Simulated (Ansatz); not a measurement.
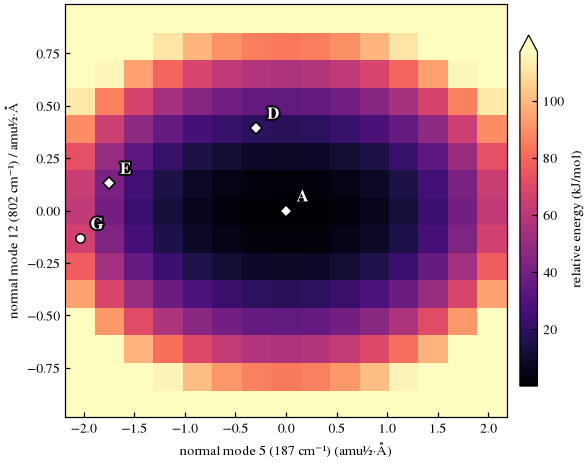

C₂H₆AlI, SMILES [CH3][Al]([CH3])[I]. 
- First axis: normal mode 5 (187 cm⁻¹). Second axis: normal mode 12 (802 cm⁻¹).
- Nothing is relaxed (straight displacements along the two mass-weighted modes).
- The grid has 15 × 15 points.
- Points are written as (first, second).
- Energies are in kJ/mol, from the relaxed molecule at the same level.
- All numbers below come from Ansatz 0.2.0, RHF/def2-SVP.

Drawn: one coloured cell a grid point, one colour for all values above the top of the scale, lettered points.

### Is D the lowest point of the computed grid?

No. D lies 20 kJ/mol above the lowest grid point, which is at (0.000 amu½·Å, 0.000 amu½·Å).

### What kind of point is each of A, D, E: minimum, saddle, maximum or slope?

A: minimum; D: on a slope; E: on a slope. (In these two coordinates alone; a stationary point may lie a little off the grid point.)

### Rank the lettered points by energy, lowest first.

A (0 kJ/mol), D (20 kJ/mol), E (41 kJ/mol), G (66 kJ/mol).
